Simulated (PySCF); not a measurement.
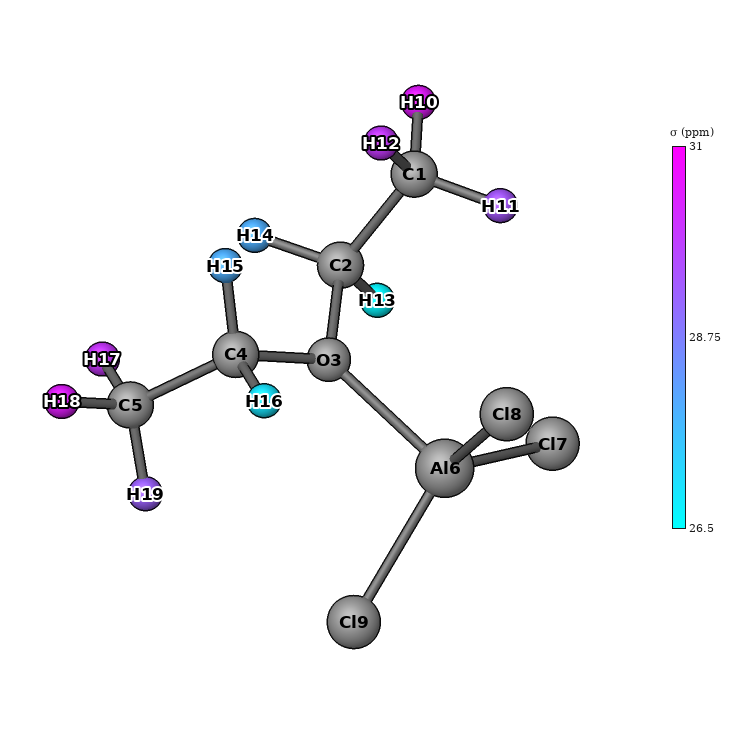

Atoms are coloured by their isotropic NMR shieldings (H only, the others grey). The geometry was computed by an optimisation with PBE0-D3(BJ)/def2-SVP. No frequency run is at hand to confirm it as a minimum. Level of theory: GIAO B3LYP/pcSseg-1 NMR shielding, non-relativistic, gas phase (PySCF 2.14.0).

Which H atom is the most shielded (lowest chemical shift)?

Answer. H10 (30.52 ppm).

Which H atom is the least shielded (highest chemical shift)?

Answer. H13 (26.66 ppm).

How wide is the range of H shifts?

Answer. 3.86 ppm.

Give the isotropic NMR shieldings of the H atoms atom by atom.

```csv
atom,σ (ppm)
H10,30.52
H11,29.45
H12,29.99
H13,26.66
H14,27.89
H15,27.90
H16,26.96
H17,30.04
H18,30.48
H19,29.26
```
